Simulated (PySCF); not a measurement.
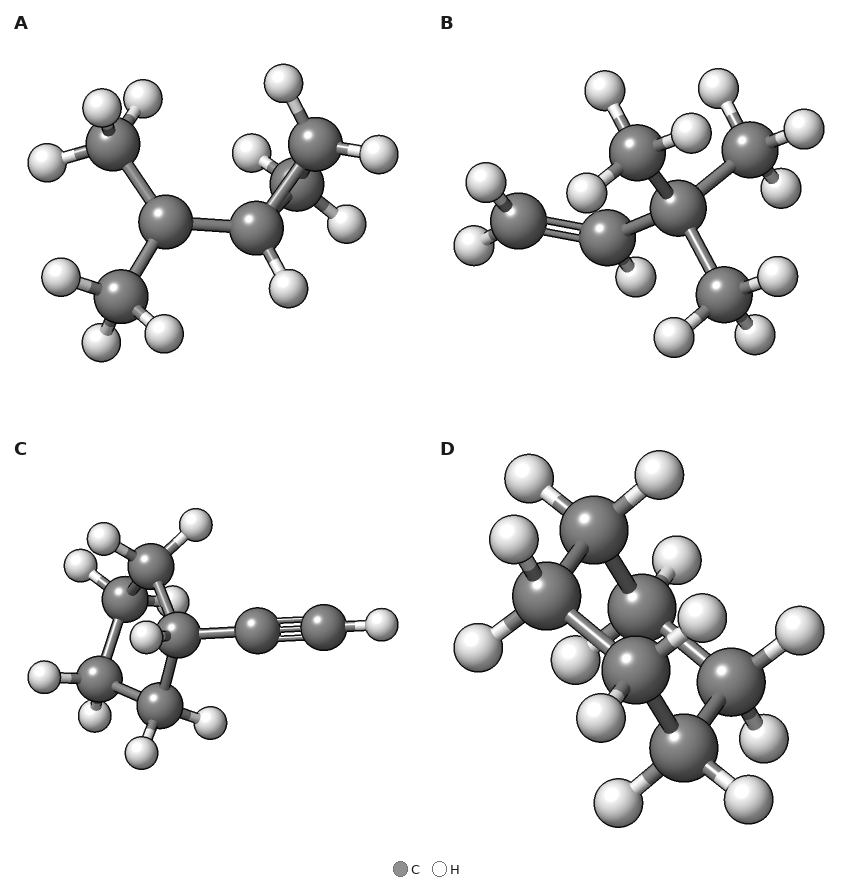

(Drawn from a calculation with PySCF.)

```xyz
18
charge 0, multiplicity 1
C     1.9179   -1.1350    0.5070
C     1.1205   -0.5571   -0.3708
C    -0.1964    0.1244   -0.1045
C    -0.0801    1.5795   -0.5781
C    -1.2756   -0.5932   -0.9267
C    -0.5872    0.1025    1.3728
H     2.8438   -1.5954    0.2035
H     1.6967   -1.1797    1.5592
H     1.4052   -0.5481   -1.4166
H    -1.0238    2.1016   -0.4359
H     0.1800    1.6209   -1.6336
H     0.6913    2.1001   -0.0145
H    -1.3632   -1.6311   -0.6119
H    -2.2400   -0.1082   -0.7921
H    -1.0277   -0.5757   -1.9859
H    -0.6847   -0.9196    1.7308
H     0.1571    0.6162    1.9767
H    -1.5428    0.6044    1.5089
```

### Which picture belongs to the input above?

B. The file holds C6H12, `C=CC(C)(C)C`.
